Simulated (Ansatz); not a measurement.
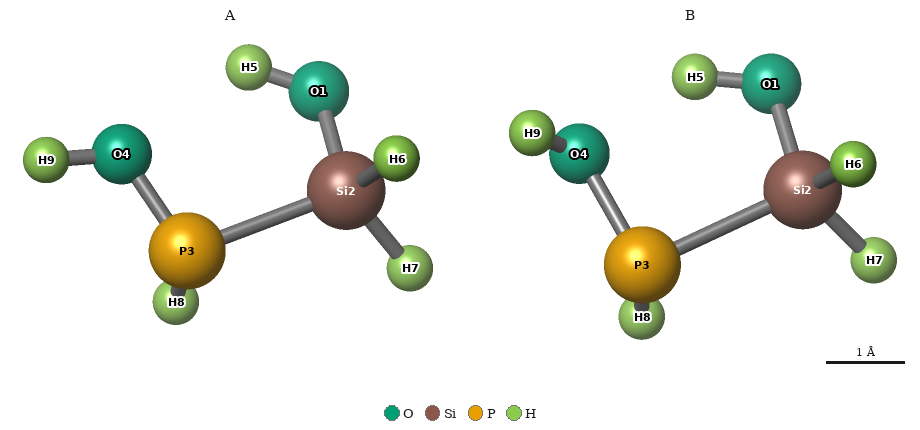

Two geometries of SiPH5O2 (coarse preliminary run), drawn at one scale. One is the start of a relaxation, the other its converged end. A ball-and-stick model, seen face on.

Computed with RKS PBE-D4/def2-SVP in Ansatz. Set-up: force threshold 0.03 eV/Å; at most 200 steps.

Which of the two is the end point?

Answer. Structure B is the relaxed one. The start comes from a force field. The largest move after the best rigid fit is that of H9, 0.50 Å. Largest moves by element: H 0.50 Å, O 0.29 Å, P 0.19 Å, Si 0.05 Å. Near-neighbour distances that change, for instance: P3–O4 1.525 → 1.735 Å, Si2–P3 2.229 → 2.320 Å, O1–Si2 1.616 → 1.677 Å, O4–H9 1.019 → 0.976 Å. Bond angles that change, for instance: Si2–P3–O4 101.6° → 91.3°, Si2–O1–H5 115.7° → 107.0°, P3–O4–H9 115.6° → 107.3°. Groups turn about P3–O4 by about 45°. After 11 accepted moves (14 points after the start) the energy has fallen by 92.4 kJ/mol. The largest force component goes from 7.4 to 0.0068 eV/Å. The line search rejected the trial steps at points 5, 8, 13 of the run.
